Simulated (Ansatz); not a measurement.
# Fields on a plane of InSb (zinc blende)

```xyz
2
Lattice="0.0000 3.2596 3.2596 3.2596 0.0000 3.2596 3.2596 3.2596 0.0000" Properties=species:S:1:pos:R:3 pbc="T T T"
Sb     4.8894     4.8894     4.8894
In     0.0000     0.0000     0.0000
```

The slice is a {100} plane (indices of the conventional cell) through the point (0.000, 0.000, 0.000) (fractional), spanned by u = [100] and v = [0 1 -1] in vectors of this cell: u (4.61 Å) and v (4.61 Å, at 90° to u). It covers one period; positions are fractions (u, v).

Atoms on it: In at (0.00, 0.00).

All values below come from PBEsol (plane waves to 420 eV, PAW, scalar-relativistic; Ansatz, a program for electronic structure). k mesh 12×12×12. Inside the PAW spheres the values are not all-electron values, and peaks at nuclei hang on which shells count as valence. At this level the bands of InSb touch or barely overlap; measurements give the solid a gap. InSb was relaxed with its symmetry unable to fall. Spin-orbit coupling is left out, though Sb is heavy.

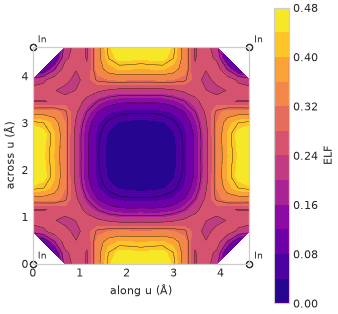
Figure. Electron localisation function (ELF), one period of the plane, atoms marked. Points within 0.5 Å of a nucleus are left white, as the pseudised field means little there.

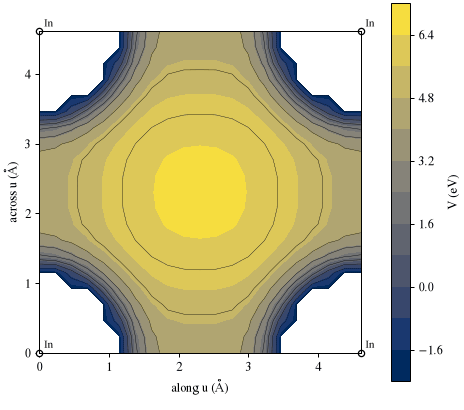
Electrostatic potential energy of an electron, from the cell's mean, in eV, one period of the plane, atoms marked. Points within 1 Å of a nucleus are left white, as the pseudised field means little there. Values under -2 eV are set to -2. The zero, the cell's mean, hangs on the PAW cores.
